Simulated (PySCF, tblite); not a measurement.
# C₈H₁₁PSi: geometry, infrared bands and NMR shifts

Aim: predict the infrared bands and NMR shifts of C₈H₁₁PSi (`[SiH3][C@@H]1P[C@H]1c1ccccc1`).

Computed with tblite 0.8.0 and PySCF 2.14.0, with density-fitted response routines of our own, on a single molecule in the gas phase. Atoms are numbered from 0 throughout.

### Step 1. The molecule as given

21 atoms, charge 0, multiplicity 1; geometry from: force field or distance geometry start.

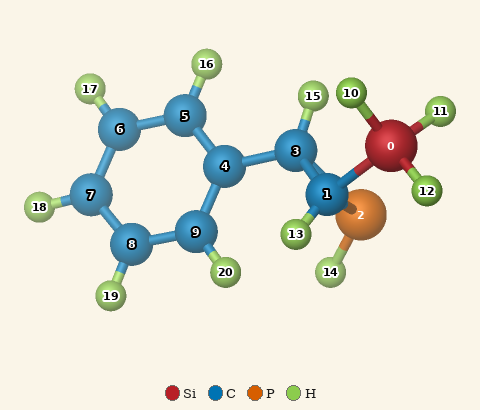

The starting geometry (silicon red, carbon blue, phosphorus orange, hydrogen green), atoms numbered.

### Step 2. Relaxing the molecule with GFN2-xTB

What the job is given:

```
{"job": {"kind": "relax", "xc": "GFN2-xTB", "basis": "xTB"}, "charge": 0, "multiplicity": 1}
Si     3.554300    -0.164300     0.883800
C      1.829900    -0.728200     0.347500
P      1.640800    -0.782600    -1.487100
C      0.997100     0.392100    -0.167500
C     -0.496700     0.325100    -0.038700
C     -1.268400     1.489200    -0.088800
C     -2.651300     1.448700     0.014200
C     -3.304600     0.235700     0.169700
C     -2.517900    -0.904500     0.202600
C     -1.156200    -0.883400     0.105100
H      3.356700     0.730200     2.045600
H      4.151000     0.602400    -0.202800
H      4.402700    -1.279800     1.238400
H      1.379900    -1.547500     0.953300
H      0.606200    -1.645100    -2.060800
H      1.428000     1.418600    -0.262900
H     -0.761400     2.443900    -0.197300
H     -3.217200     2.369500    -0.017600
H     -4.394900     0.171000     0.255000
H     -3.001300    -1.865900     0.322100
H     -0.585500    -1.808300     0.140400
```

Command:

```
> OMP_NUM_THREADS=1 python probes_run.py task.json out
```

One launch serves the whole session: the jobs run in the order shown.

The log of the run:

```text
step      E/eV     max force
  0    -732.54051    1.775
  1    -732.67625    1.252
  2    -732.78725    1.146
  3    -732.91462    0.982
  4    -732.96958    0.776
  5    -733.00931    0.427
  6    -733.03046    0.387
  7    -733.04823    0.439
  8    -733.06767    0.408
  9    -733.08193    0.357
 10    -733.09118    0.262
 11    -733.09779    0.229
 12    -733.10195    0.197
 13    -733.10497    0.130
 14    -733.10745    0.121
 15    -733.10980    0.129
 16    -733.11202    0.155
 17    -733.11374    0.119
 18    -733.11505    0.081
 19    -733.11627    0.092
 20    -733.11767    0.116
 21    -733.11933    0.135
 22    -733.12090    0.103
 23    -733.12205    0.089
 24    -733.12287    0.085
 25    -733.12357    0.076
 26    -733.12421    0.061
 27    -733.12472    0.047
 28    -733.12510    0.052
 29    -733.12542    0.057
 30    -733.12571    0.051
 31    -733.12599    0.036
 32    -733.12629    0.045
 33    -733.12660    0.049
 34    -733.12692    0.059
 35    -733.12722    0.047
 36    -733.12754    0.045
 37    -733.12790    0.049
 38    -733.12831    0.055
 39    -733.12876    0.069
 40    -733.12921    0.060
 41    -733.12965    0.044
 42    -733.13011    0.062
 43    -733.13063    0.061
 44    -733.13124    0.066
 45    -733.13189    0.064
 46    -733.13250    0.051
 47    -733.13303    0.047
 48    -733.13349    0.045
 49    -733.13390    0.043
 50    -733.13427    0.043
 51    -733.13458    0.042
 52    -733.13484    0.041
 53    -733.13505    0.036
 54    -733.13518    0.026
 55    -733.13527    0.018
 56    -733.13533    0.016
 57    -733.13539    0.019
 58    -733.13545    0.015
 59    -733.13550    0.013
 60    -733.13553    0.013
 61    -733.13557    0.013
 62    -733.13561    0.015
 63    -733.13565    0.017
 64    -733.13569    0.014
 65    -733.13572    0.010
```

Wall time 0.64 s (1 thread of Arm Neoverse V1, shared host); peak memory 0.18 GiB.

Relaxation path: (not every step is listed)

```
step  energy from step 0 (eV)  largest force (eV/Å)
   0                   0.0000                1.7751
   1                  -0.1357                1.2518
   2                  -0.2467                1.1464
   3                  -0.3741                0.9819
   4                  -0.4291                0.7763
   5                  -0.4688                0.4272
   6                  -0.4899                0.3872
   7                  -0.5077                0.4385
   8                  -0.5272                0.4081
  13                  -0.5645                0.1303
  18                  -0.5745                0.0811
  23                  -0.5815                0.0885
  28                  -0.5846                0.0522
  33                  -0.5861                0.0487
  38                  -0.5878                0.0551
  43                  -0.5901                0.0613
  48                  -0.5930                0.0445
  53                  -0.5945                0.0361
  58                  -0.5949                0.0152
  60                  -0.5950                0.0133
  61                  -0.5951                0.0127
  62                  -0.5951                0.0154
  63                  -0.5951                0.0168
  64                  -0.5952                0.0137
  65                  -0.5952                0.0102
```

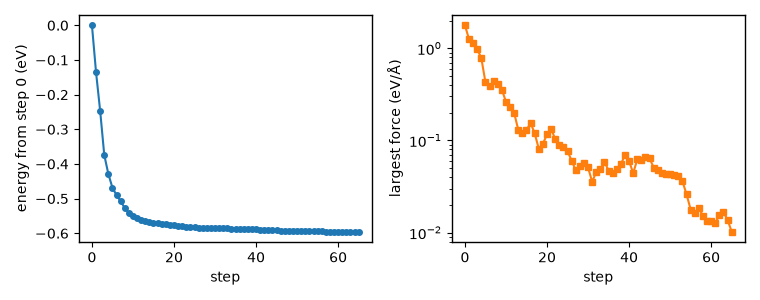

Energy and force, step by step.

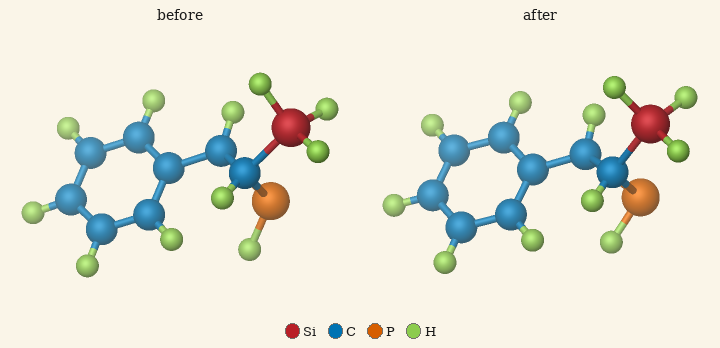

The geometry before (left) and after (right).

Close pairs (by a distance rule), those that changed most:

```
   bond  before (Å)  after (Å)  change (Å)
 P2–H14       1.464      1.402      -0.062
 C1–H13       1.114      1.085      -0.029
 C3–H15       1.117      1.089      -0.029
  C3–C4       1.501      1.473      -0.028
Si0–H12       1.446      1.462      +0.017
  C8–C9       1.365      1.382      +0.017
  C1–C3       1.488      1.505      +0.017
 C7–H18       1.096      1.080      -0.016
```

The end geometry stands in the next job.

### Step 3. Vibrational analysis with GFN2-xTB

What the job is given:

```
{"job": {"kind": "ir", "xc": "GFN2-xTB", "basis": "xTB"}, "charge": 0, "multiplicity": 1}
Si     3.509710    -0.120901     0.961141
C      1.895946    -0.706338     0.171182
P      1.768570    -0.688636    -1.680524
C      0.946747     0.335438    -0.355385
C     -0.509946     0.279987    -0.142749
C     -1.243804     1.464357    -0.174346
C     -2.610895     1.456425     0.026773
C     -3.273711     0.264396     0.265405
C     -2.556965    -0.919735     0.295810
C     -1.190054    -0.912119     0.092378
H      3.169992     0.585805     2.200136
H      4.194768     0.787137     0.041276
H      4.335394    -1.293745     1.246185
H      1.432022    -1.567615     0.639948
H      0.738812    -1.637620    -1.755136
H      1.335633     1.352215    -0.341592
H     -0.732571     2.398917    -0.358897
H     -3.160829     2.385709    -0.001493
H     -4.341399     0.257746     0.426492
H     -3.065771    -1.855138     0.479290
H     -0.650569    -1.849340     0.118338
```

The log of the run:

```text
mode    cm-1     km/mol
  1      45.3      0.18
  2      74.8      0.04
  3      80.1      0.18
  4     132.6      0.22
  5     157.9      0.17
  6     222.7      1.02
  7     258.0      1.04
  8     351.5      2.58
  9     372.3      0.02
 10     474.6      7.08
 11     506.3     19.03
 12     517.2     16.13
 13     555.3     40.02
 14     589.4      0.20
 15     621.5      3.89
 16     650.2      4.88
 17     671.8     16.48
 18     685.4     20.85
 19     760.3      4.59
 20     762.6    159.00
 21     781.8    154.56
 22     784.7    493.97
 23     833.3     27.82
 24     844.2     40.45
 25     869.6      9.62
 26     892.3     14.67
 27     894.6      7.04
 28     925.7      0.05
 29     929.7      0.01
 30     965.1      4.23
 31     988.4      4.73
 32    1018.2      8.62
 33    1087.6      1.39
 34    1113.1      1.70
 35    1145.9     12.32
 36    1173.1     21.57
 37    1182.9      0.88
 38    1205.0     11.02
 39    1223.7     13.79
 40    1288.4      7.79
 41    1324.1      4.13
 42    1348.2      6.38
 43    1440.2      0.23
 44    1478.7     16.74
 45    1585.8      0.18
 46    1600.3     25.65
 47    2235.5    136.09
 48    2244.1    293.78
 49    2271.2    198.71
 50    2276.1    369.21
 51    2978.5     16.27
 52    3008.6     14.33
 53    3056.7     31.18
 54    3068.3     19.66
 55    3075.8      7.80
 56    3081.9     86.23
 57    3093.4     63.54
```

Wall time 1.1 s (1 thread of Arm Neoverse V1, shared host); peak memory 0.18 GiB.

The strongest bands and the atoms that carry them (share of the mass-weighted mode):

```
cm⁻¹  km/mol                         atoms
 763   159.0  H12 50 %, H10 22 %, H11 16 %
 782   154.6  H11 50 %, H10 34 %, H12 11 %
 785   494.0  H10 35 %, H11 27 %, H12 25 %
2236   136.1                      H14 96 %
2244   293.8                      H10 97 %
2271   198.7            H11 84 %, H12 13 %
2276   369.2            H12 84 %, H11 12 %
3082    86.2  H17 46 %, H19 25 %, H16 12 %
```

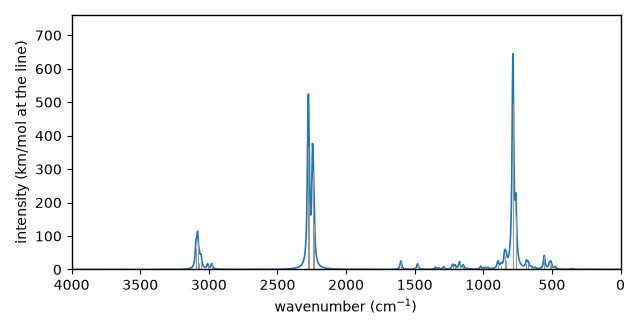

The infrared spectrum from these modes, unscaled. Lines are broadened to a width of 14 cm⁻¹ (Lorentzian).

### Step 4. NMR shieldings: PBE0/pcSseg-1

Same as in step 3 but for these lines:

```diff
@@ -1,2 +1,2 @@
-{"job": {"kind": "ir", "xc": "GFN2-xTB", "basis": "xTB"}, "charge": 0, "multiplicity": 1}
+{"job": {"kind": "nmr", "xc": "PBE0", "basis": "pcSseg-1"}, "charge": 0, "multiplicity": 1}
 Si     3.509710    -0.120901     0.961141
```

Level: GIAO PBE0/pcSseg-1 NMR shielding, non-relativistic, gas phase.

The log of the run:

```text
coarse grid: 18760 points
cycle   1  E = -941.4909832649  dE =  1.567e+00  |g| = 3.950e-01  |ddm| = 4.579e+00
cycle   2  E = -941.4814817676  dE =  9.501e-03  |g| = 4.427e-01  |ddm| = 1.099e+00
cycle   3  E = -941.5337991530  dE = -5.232e-02  |g| = 6.970e-02  |ddm| = 5.823e-01
cycle   4  E = -941.5348459952  dE = -1.047e-03  |g| = 3.834e-02  |ddm| = 1.491e-01
cycle   5  E = -941.5352245825  dE = -3.786e-04  |g| = 8.281e-03  |ddm| = 4.984e-02
cycle   6  E = -941.5352386408  dE = -1.406e-05  |g| = 4.275e-03  |ddm| = 1.364e-02
cycle   7  E = -941.5352434962  dE = -4.855e-06  |g| = 8.718e-04  |ddm| = 5.534e-03
final grid: 172608 points
cycle   8  E = -941.5962547827  dE = -5.415e-05  |g| = 9.101e-03  |ddm| = 6.621e-02
cycle   9  E = -941.5962346408  dE =  2.014e-05  |g| = 1.236e-02  |ddm| = 2.648e-02
cycle  10  E = -941.5962766832  dE = -4.204e-05  |g| = 2.042e-03  |ddm| = 1.756e-02
cycle  11  E = -941.5962778299  dE = -1.147e-06  |g| = 4.155e-04  |ddm| = 2.885e-03
cycle  12  E = -941.5962778702  dE = -4.029e-08  |g| = 1.546e-04  |ddm| = 5.583e-04
cycle  13  E = -941.5962778763  dE = -6.108e-09  |g| = 4.859e-05  |ddm| = 2.276e-04
cycle  14  E = -941.5962778769  dE = -5.875e-10  |g| = 1.148e-05  |ddm| = 7.504e-05
converged SCF energy = -941.5962778769

GIAO shielding tensors (ppm)
atom      isotropic    diamagn.    paramagn.     s11        s22        s33       span
  0 Si     412.563     879.319    -466.756    375.733    397.619    464.337     88.603
  1 C      179.166     258.847     -79.681    146.679    189.001    201.818     55.139
  2 P      524.844     966.637    -441.793    248.208    458.879    867.445    619.237
  3 C      156.573     251.719     -95.145    127.571    142.196    199.953     72.382
  4 C       38.630     255.478    -216.848    -52.617     -1.621    170.128    222.745
  5 C       51.788     250.573    -198.785    -55.593     50.680    160.278    215.871
  6 C       52.818     253.782    -200.964    -57.369     39.465    176.359    233.728
  7 C       55.699     254.224    -198.525    -50.881     40.780    177.199    228.080
  8 C       52.243     252.619    -200.376    -60.006     39.014    177.721    237.727
  9 C       61.774     253.886    -192.112    -42.598     44.506    183.414    226.012
 10 H       27.404      28.571      -1.168     23.265     25.700     33.246      9.981
 11 H       28.346      28.770      -0.424     24.445     26.703     33.890      9.445
 12 H       27.341      27.619      -0.278     23.448     24.960     33.614     10.167
 13 H       30.292      34.251      -3.959     23.379     27.828     39.669     16.290
 14 H       31.295      32.031      -0.736     22.935     28.636     42.313     19.379
 15 H       29.607      34.813      -5.206     21.700     29.087     38.034     16.335
 16 H       24.024      33.334      -9.310     20.402     22.160     29.509      9.107
 17 H       24.158      29.542      -5.384     20.770     24.652     27.051      6.281
 18 H       24.319      28.854      -4.535     21.001     25.424     26.533      5.532
 19 H       24.148      30.297      -6.149     20.506     24.279     27.660      7.154
 20 H       24.682      34.832     -10.150     19.541     21.600     32.905     13.365
```

Wall time 67 s (1 thread of Arm Neoverse V1, shared host); peak memory 1.1 GiB.

Shifts follow as δ = σ(reference) − σ, with reference shieldings (ppm) from runs at the same level and on the same kind of geometry: 1H TMS 31.72, 13C TMS 186.9, 29Si TMS 349.2, 31P H3PO4 318.4. The references are single molecules in the gas phase, so shifts against H2O, NH3, PH3, H3PO4 or CFCl3 are not on the usual liquid scales and can be off by tens of ppm. Atoms listed in one row are averaged.

```
        atoms                                                   environment  σ (ppm)  δ (ppm)  δ scaled to CDCl3
           C4                                   substituted aromatic carbon     38.6    148.3              142.8
       C6, C8                                                   aromatic CH     52.5    134.4              129.3
           C7                                                   aromatic CH     55.7    131.2              126.2
       C5, C9                                                   aromatic CH     56.8    130.1              125.1
           C3                                    three-membered-ring carbon    156.6     30.4               27.7
           C1                                    three-membered-ring carbon    179.2      7.8                5.7
     H17, H19                                    hydrogen on an aromatic CH    24.15     7.56               7.24
          H18                                    hydrogen on an aromatic CH    24.32     7.40               7.08
     H16, H20                                    hydrogen on an aromatic CH    24.35     7.36               7.05
H10, H11, H12                             hydrogen on a silicon bonded to C    27.70     4.02                  –
          H15                      hydrogen on a three-membered-ring carbon    29.61     2.11               2.09
          H13                      hydrogen on a three-membered-ring carbon    30.29     1.42               1.45
          H14  hydrogen on a phosphorus bonded to 2 C, in a 3-membered ring    31.29     0.42                  –
          Si0                                      silicon bonded to C, 3 H    412.6    -63.4                  –
           P2             phosphorus bonded to 2 C, H, in a 3-membered ring    524.8   -206.5                  –
```

The scaled column applies a straight-line fit of computed shieldings to shifts measured in CDCl3 (root-mean-square error 0.16 ppm for H, 1.9 ppm for C).

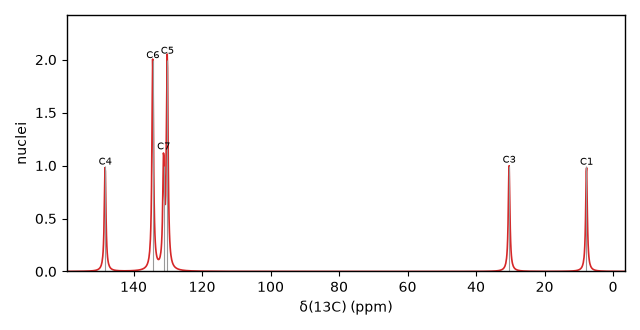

13C lines at the computed shifts, without couplings. Lines are broadened to a width of 0.56 ppm (Lorentzian).

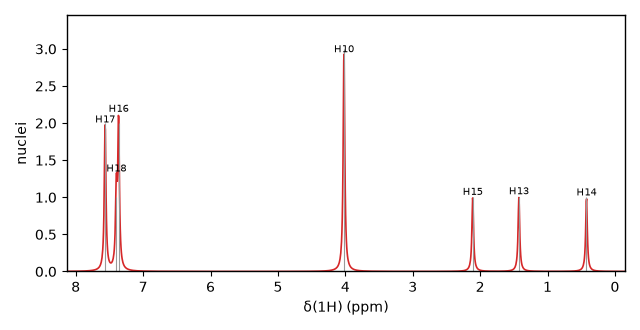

1H lines at the computed shifts, without couplings. Lines are broadened to a width of 0.03 ppm (Lorentzian).

Charges from the same density, by scheme (e):

```
 atoms  Mulliken    IAO  Hirshfeld  ESP fit
   Si0      0.57   0.62       0.31     0.36
    C1     -0.60  -0.54      -0.16    -0.28
    P2      0.23   0.25       0.08    -0.16
    C3     -0.30  -0.25      -0.06    -0.31
    C4     -0.10   0.01       0.00     0.45
C5, C9     -0.05  -0.16      -0.05    -0.37
C6, C8     -0.07  -0.15      -0.05    -0.03
    C7     -0.07  -0.16      -0.05    -0.28
```

ESP fit charges:

Si0 0.36; C1 -0.28; P2 -0.16; C3 -0.31; C4 0.45; C5 -0.36; C6 -0.03; C7 -0.28; C8 -0.03; C9 -0.38; H10 -0.09; H11 -0.07; H12 -0.08; H13 0.18; H14 0.14; H15 0.20; H16 0.16; H17 0.13; H18 0.16; H19 0.13; H20 0.16

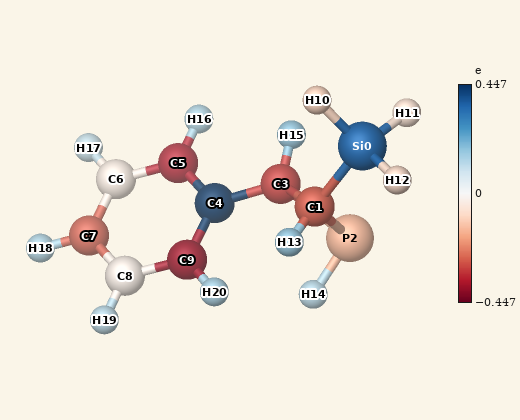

ESP fit charges, as colours on the atoms.

Mayer bond orders: Si0–C1 0.85, C1–P2 0.93, P2–C3 0.89, C3–C4 1.03, C4–C5 1.40, C5–C6 1.45, C6–C7 1.43, C7–C8 1.42, C8–C9 1.47, C3–C1 0.91, C9–C4 1.38.

Ring of atoms C1, P2, C3: NICS(0) -40.2, NICS(1) -8.9, NICS(1)zz -24.0 ppm (means of both faces).

In rings of three or four atoms NICS is ruled by the nearby σ bonds, so it says little on aromaticity.

Ring of atoms C4, C5, C6, C7, C8, C9: NICS(0) -8.0, NICS(1) -10.8, NICS(1)zz -26.6 ppm (means of both faces).

The fields below are evaluated on a grid from the run's orbitals.

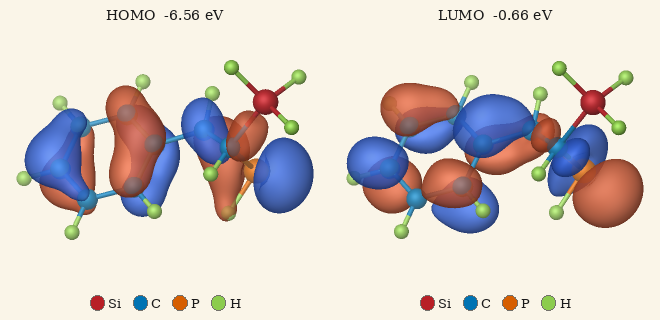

PBE0/pcSseg-1 orbitals near the gap, drawn at the value that encloses 70 % of each; the two colours are the two signs.

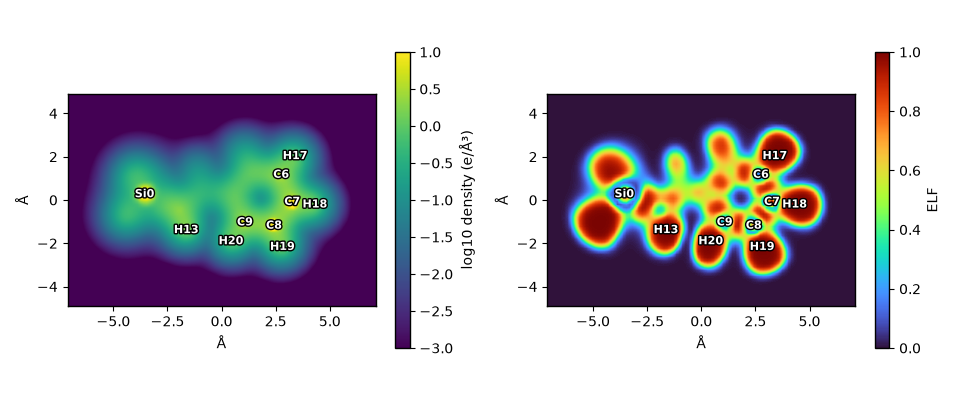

Density (left) and ELF (right) in a plane through or near 10 of the atoms.

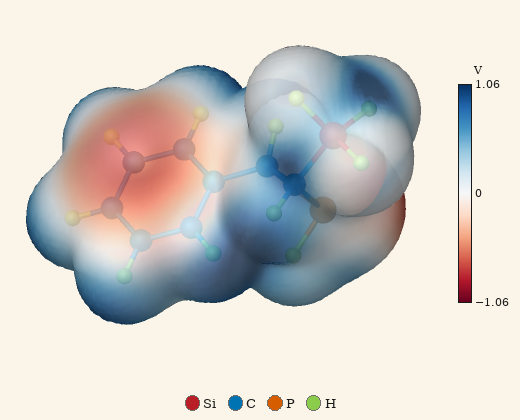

Electrostatic potential on the surface of density 0.002 e/bohr³; red is low, blue high. It runs, from the 1st to the 99th percentile, from -0.72 V near P2 to 1.06 V near H13.

### Step 5. Summary of results

```
                                                               quantity                                         value
                              strongest single infrared mode (GFN2-xTB)                          785 cm⁻¹, 494 km/mol
                                           zero-point energy (GFN2-xTB)                                 96.9 kcal/mol
13C shifts against TMS (PBE0/pcSseg-1, means over atoms taken as alike)     148.3, 134.4, 131.2, 130.1, 30.4, 7.8 ppm
 1H shifts against TMS (PBE0/pcSseg-1, means over atoms taken as alike)  7.56, 7.40, 7.36, 4.02, 2.11, 1.42, 0.42 ppm
                                29Si shifts against TMS (PBE0/pcSseg-1)                                     -63.4 ppm
                               31P shifts against H3PO4 (PBE0/pcSseg-1)                                    -206.5 ppm
                                  surface potential, 1st and 99th percentile                            -0.72 V and 1.06 V
```

The optimisation took 65 steps and gained 0.595 eV; among the close pairs (by a distance rule), P2–H14 changed most, from 1.464 to 1.402 Å. All 57 modes are real, so the xTB geometry is a minimum. GFN2-xTB is a fitted tight-binding method: band positions and strengths are rough. Its intensities can rank the bands wrongly. At PBE0/pcSseg-1: Shielding is most anisotropic at P2 (span 619 ppm, paramagnetic term -442 ppm). NICS(1)zz of -27 ppm above the planar ring from C4 marks a diatropic (aromatic) ring current. At PBE0/pcSseg-1, counted by nearest atom on the grid, the HOMO lies on P2 22 %; C4, C7 about 14 % each, the LUMO on P2 20 %; C4, C7 about 15 % each.
